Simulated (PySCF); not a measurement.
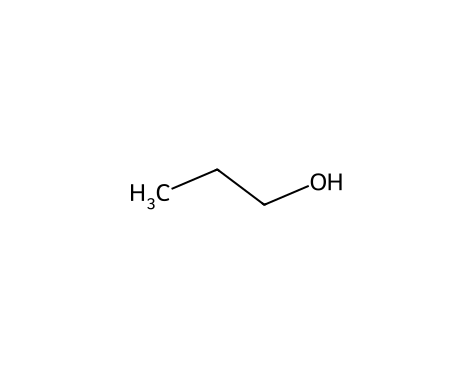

Question: Transcribe the drawing into SMILES.

Answer: CCCO

Question: Give the formula, hydrogens included.

Answer: C3H8O.

The parts below concern this one geometry. Atoms keep their numbers from picture to picture. The computed structure is the end point of a PBE0-D3(BJ)/def2-SVP optimisation. No frequency run is at hand to confirm it as a minimum.

### Charges

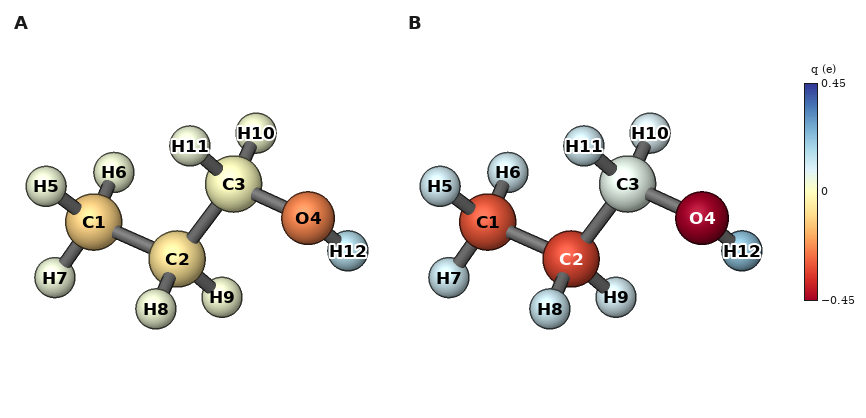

Atomic charges of one calculation by 2 schemes, on one colour scale. No frequency run is at hand to confirm it as a minimum. Method: PBE0/pcSseg-1 (PySCF 2.14.0).

Question: The schemes are Hirshfeld, Mulliken. Which panel shows which?

Answer: A Hirshfeld, B Mulliken.

List the charges (e), one line for each set of equivalent atoms.

```tsv
atom	Hirshfeld	Mulliken
C1	−0.11	−0.30
C2	−0.08	−0.32
C3	0.00	0.07
O4	−0.23	−0.45
H5	0.04	0.11
H6	0.04	0.11
H7	0.04	0.12
H8	0.04	0.13
H9	0.03	0.11
H10	0.03	0.09
H11	0.04	0.11
H12	0.16	0.22
```

### Quadrupole coupling

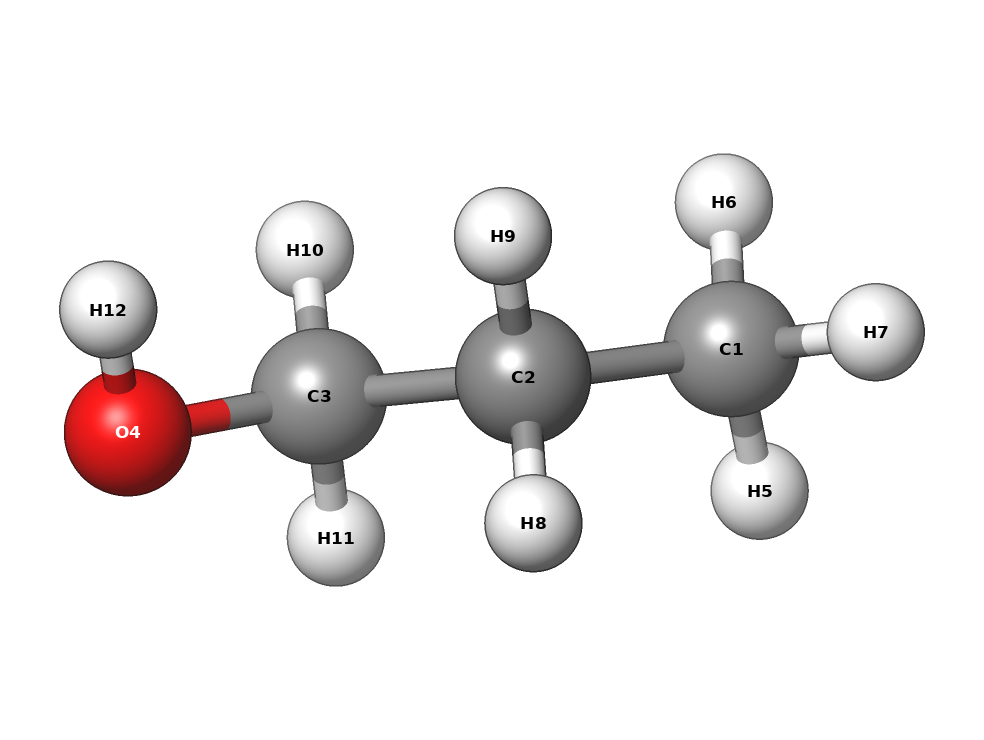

No frequency run is at hand to confirm it as a minimum. Electric field gradients from the ground-state density, B3LYP/pcJ-1 (PySCF 2.14.0), non-relativistic apart from any core potentials.

Give the largest field-gradient component, the quadrupole coupling constant and the asymmetry for 17O at O4 (Q = −25.6 mb), 2H at H5 (Q = 2.86 mb), 2H at H6 (Q = 2.86 mb).

```
atom  V_zz (a.u.)  e²qQ/h (MHz)     η
  O4       −1.962         11.80  0.90
  H5        0.280         0.188  0.03
  H6        0.279         0.188  0.03
```

### Dipole moment

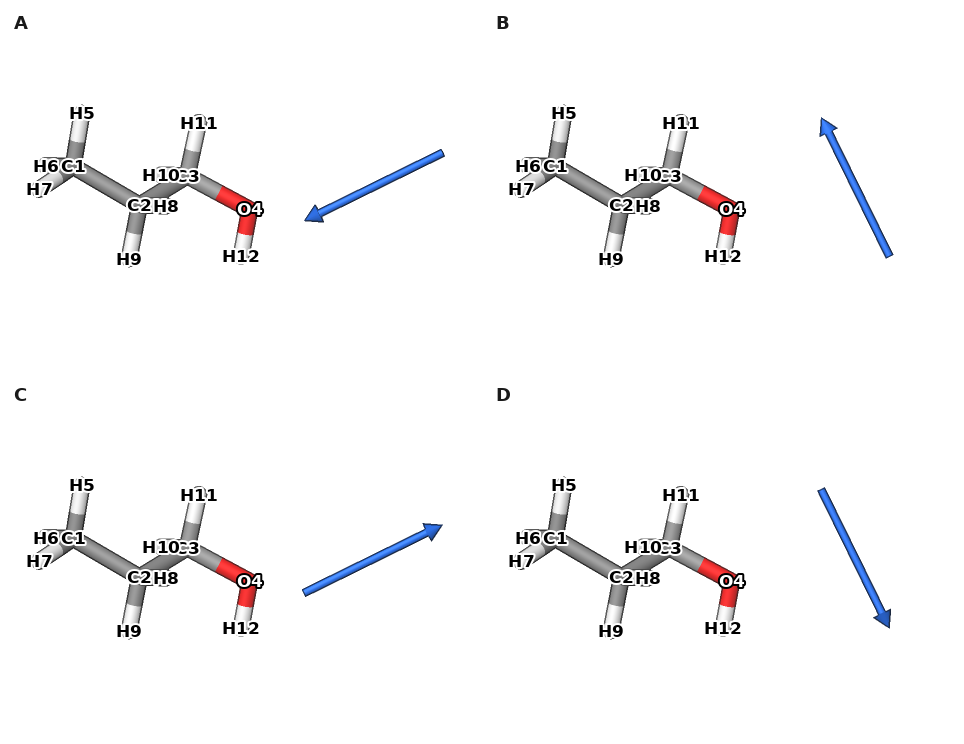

The same molecule four times, each with an arrow. No frequency run is at hand to confirm it as a minimum. Method: PBE0/pcSseg-1, gas phase (PySCF 2.14.0).

Question: Which arrow points along the dipole moment, from the negative to the positive end?

Answer: A. The dipole moment is 1.71 D; it points from the side of O4, H11 to the side of H7 (the outermost atoms at the two ends).

### NMR shielding

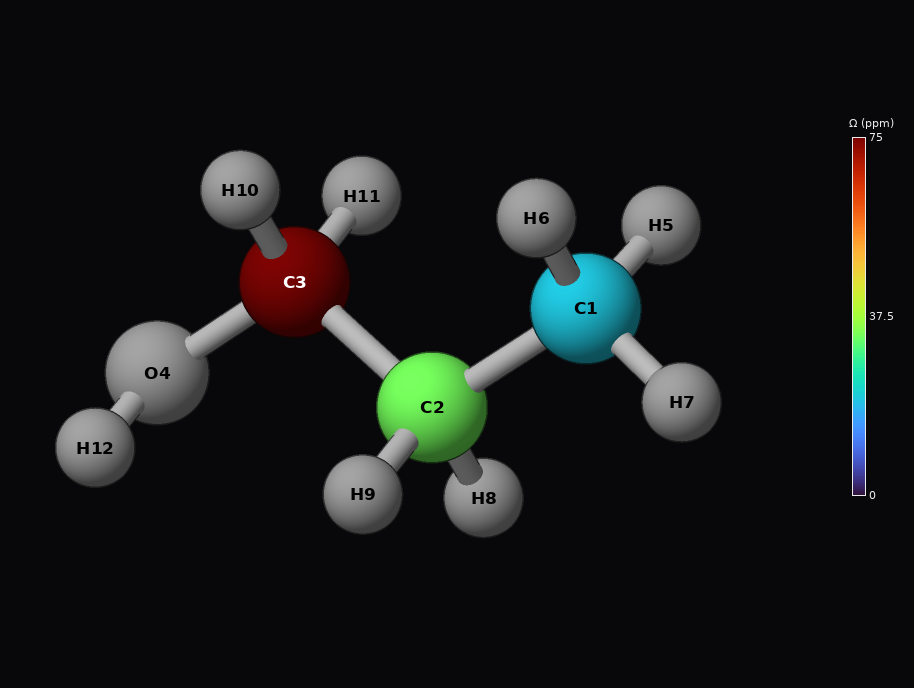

The C atoms are coloured by the span of their shielding tensor. No frequency run is at hand to confirm it as a minimum. Method: GIAO PBE0/pcSseg-1 NMR shielding, non-relativistic, gas phase (PySCF 2.14.0). Principal shieldings σ11 ≤ σ22 ≤ σ33, span Ω = σ33 − σ11, skew κ = 3(σiso − σ22)/Ω.

Question: Which C atom has the most anisotropic shielding?

Answer: C3, with a span of 75 ppm.

Give the shielding tensors of the C atoms.

```
atom    σ11    σ22    σ33   σiso     Ω      κ
  C1  166.2  167.9  186.6  173.5  20.4   0.83
  C2  136.1  153.8  169.5  153.1  33.4  −0.06
  C3   83.7  106.7  158.6  116.3  74.8   0.39
```

Shieldings and span in ppm.

Mulliken values depend strongly on the basis set and can even reverse the polarity of a bond.
